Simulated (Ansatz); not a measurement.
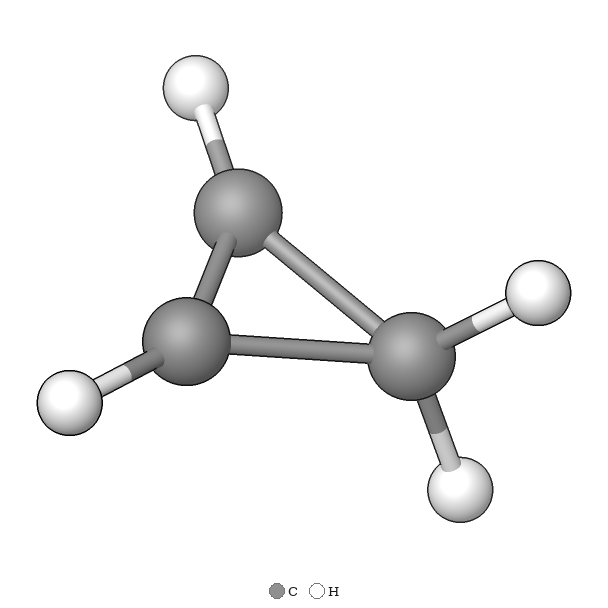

Ball-and-stick drawing of a structure. Every bond is drawn as one stick, whatever its order.

**Which formula does it have?**

C3H4, 7 atoms: 3 carbon and 4 hydrogen.

**How many atoms are distinct by symmetry?**

4: 2 C, 1 C, 2 H, 2 H.

**Give a SMILES string for it.**

C1=CC1

**How many bonds of each kind are drawn?**

4 C–H, 3 C–C.

**Does it have rings?**

Independent rings (smallest set): 1 of 3 members.

More results for the same structure follow; atom numbers are the same in all pictures, views and colours differ. Computed geometry: PBE0-D4/def2-TZVP optimisation.

Geometry

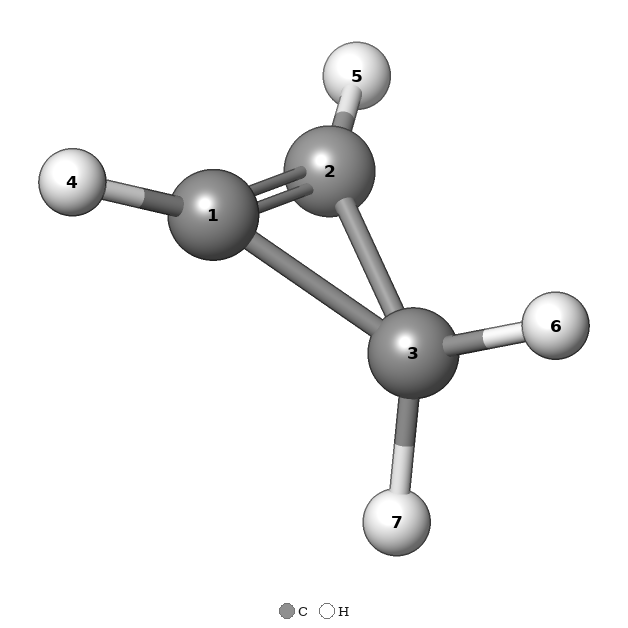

Atoms carry their numbers in the input.

Give these bond angles: C2–C1–C3, C2–C1–H4, C3–C1–H4, C1–C3–C2, C1–C3–H6, H6–C3–H7.

| angle | degrees |
| --- | --- |
| C2–C1–C3 | 64.6 |
| C2–C1–H4 | 149.8 |
| C3–C1–H4 | 145.6 |
| C1–C3–C2 | 50.9 |
| C1–C3–H6 | 119.6 |
| H6–C3–H7 | 113.6 |

Dipole moment

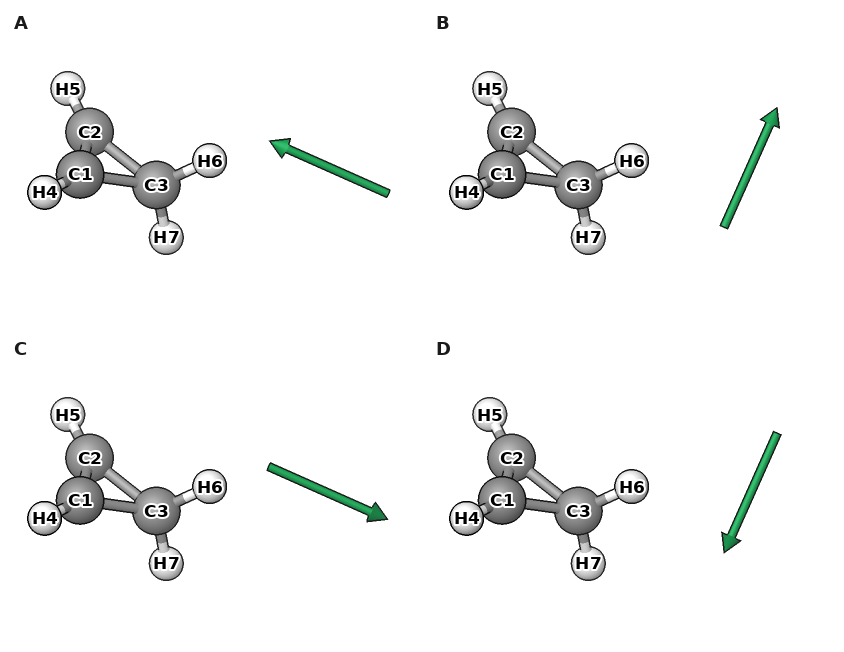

The same molecule four times, each with an arrow. Properties computed with RKS PBE0-D4/def2-TZVP (Ansatz 0.2.0).

**Which arrow points along the dipole moment, from the negative to the positive end?**

A. The dipole moment is 0.49 D; it points from the side of H6, H7 to the side of H4, H5 (the outermost atoms at the two ends).

Charges

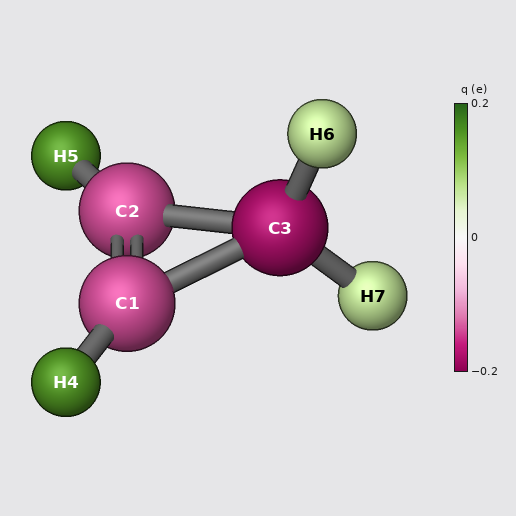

Atoms are coloured by their Mulliken charges. Level of theory: RKS PBE-D4/def2-TZVPP (Ansatz 0.2.0).

**Which atom carries the highest charge (most positive or least negative)?**

H4, H5 (0.16 e).

**And the lowest?**

C3 (−0.18 e).

List the Mulliken charges.

| atom | value (e) |
| --- | --- |
| C1 | −0.14 |
| C2 | −0.14 |
| C3 | −0.18 |
| H4 | 0.16 |
| H5 | 0.16 |
| H6 | 0.07 |
| H7 | 0.07 |

Levels of theory compared

Program: Ansatz 0.2.0.

Tabulate vertical IP (eV), HOMO energy (eV) at these levels: B3LYP-D4/def2-TZVPP; PBE-D4/def2-TZVPP; PBE0-D4/def2-TZVPP; r2SCAN-D4/def2-TZVPP; ωB97M-V/def2-TZVPP; ωB97X-V/def2-TZVPP.

```
               level  vertical IP (eV)  HOMO energy (eV)
 B3LYP-D4/def2-TZVPP              9.79             −7.03
   PBE-D4/def2-TZVPP              9.72             −6.09
  PBE0-D4/def2-TZVPP              9.73             −7.23
r2SCAN-D4/def2-TZVPP              9.61             −6.25
  ωB97M-V/def2-TZVPP              9.75             −9.49
  ωB97X-V/def2-TZVPP              9.75             −9.59
```

Mulliken values depend strongly on the basis set and can even reverse the polarity of a bond.
